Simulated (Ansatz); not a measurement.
# How far to go with the k-point mesh at a smearing width of 0.3 eV: CaPb (P4mm, 2 atoms in the cell)

```yaml
crystal:
  lattice:
    - [3.58447, 0.00000, 0.00000]
    - [0.00000, 3.58447, 0.00000]
    - [0.00000, 0.00000, 4.65065]
  atoms:
    - { symbol: Ca, position: [0.00000, 0.00000, 0.01075] }
    - { symbol: Pb, position: [0.50000, 0.50000, 0.50000] }
```

Level of theory: PBEsol, default PAW files made with PBE (plane waves; Ansatz, a quantum-chemistry and plane-wave program).

Base settings: basis.ecutwfc = 420 eV; kpoints.mp_grid.grid = 9 9 7; hamiltonian.xc = pbesol; hamiltonian.pseudopotentials = {kind: paw} (the program's default PAW files); scf.occupations.method = gaussian; scf.occupations.width = 0.1 eV.

In this ladder: scf.occupations.width = 0.3 eV.

Only quantities that move along the ladder and can be compared are tabulated.

The count of work is k-points × plane waves × bands × iterations; it is no time. 

The starting cell comes from a database of computed structures (which also holds hypothetical and non-ambient phases and stackings), without a prior relaxation at this level. Its lattice was rescaled by up to half a per cent. One atom was moved a little off its site on purpose. Ansatz's pressure includes its estimate of the finite-basis (Pulay) stress.

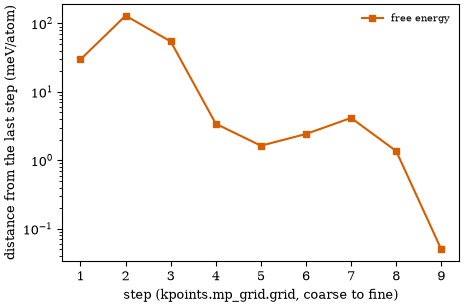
*Distance from the last step along the ladder; very small values are drawn at a floor.*

| kpoints.mp_grid.grid | free energy less the last step's (meV/atom) | pressure (GPa) | largest difference of a force vector from the last step's (eV/Å) | count of work / last |
|---|---|---|---|---|
| 3 3 3 | -29.73 | -0.60 | 0.056 | 0.0085 |
| 4 4 3 | 129.84 | -1.14 | 0.027 | 0.015 |
| 5 5 4 | 54.52 | -1.37 | 0.007 | 0.022 |
| 6 6 5 | -3.42 | -1.43 | 0.005 | 0.043 |
| 7 7 5 | -1.63 | -1.42 | 0.008 | 0.037 |
| 8 8 7 | -2.42 | -1.62 | 0.001 | 0.085 |
| 10 10 8 | 4.16 | -1.40 | 0.001 | 0.15 |
| 12 12 10 | -1.36 | -1.53 | 0.001 | 0.24 |
| 18 18 14 | 0.01 | -1.49 | 0.000 | 0.63 |
| 22 22 17 | 0.00 | -1.49 | 0.000 | 1.0 |

Coarsest kpoints.mp_grid.grid that holds the forces within 0.01 eV/Å of the last step, with all finer ones: 5 5 4, at 0.022 of the last step's count of work; the step before is off by 0.027 eV/Å.

Coarsest kpoints.mp_grid.grid that holds the pressure within 0.05 GPa of the last step, with all finer ones: 12 12 10, at 0.24 of the last step's count of work; the step before is off by 0.09 GPa.

Coarsest kpoints.mp_grid.grid that holds the free energy within 5 meV/atom of the last step, with all finer ones: 6 6 5, at 0.043 of the last step's count of work; the step before is off by 55 meV/atom.

Keys are those of Ansatz 0.2.
